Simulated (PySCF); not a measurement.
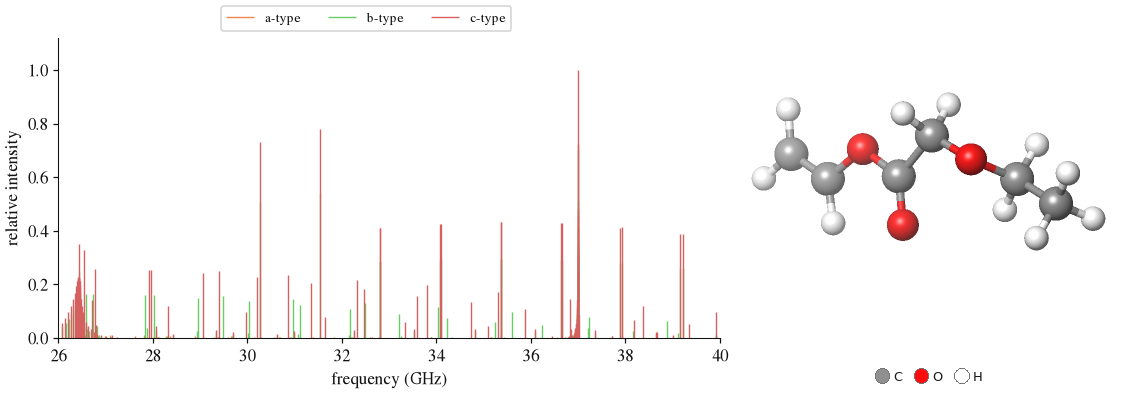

C₆H₁₀O₃, SMILES C=COC(=O)COCC. Simulated rotational absorption lines between 26 and 40 GHz at 3 K: rigid rotor with the equilibrium constants and dipole of one optimised conformer (PBE0-D3(BJ)/def2-SVP, PySCF 2.14.0), commonest isotopes; no centrifugal distortion, hyperfine structure, internal rotation or nuclear-spin weights; lines within 1 MHz of each other are summed. Lines of different type are drawn apart.

What are the rotational constants, and what kind of rotor is it?

Rotational constants A, B, C = 5.925, 0.6555, 0.6209 GHz; Ray's κ = −0.99, a near-prolate asymmetric top.

Which dipole components drive the lines?

|μa|, |μb|, |μc| = 0.64, 1.06, 1.28 D; c-type lines carry 59 % of the intensity in this range.

Note: coarse grid, loose stop and no frequency check, small forces are noise and the end may be a saddle.
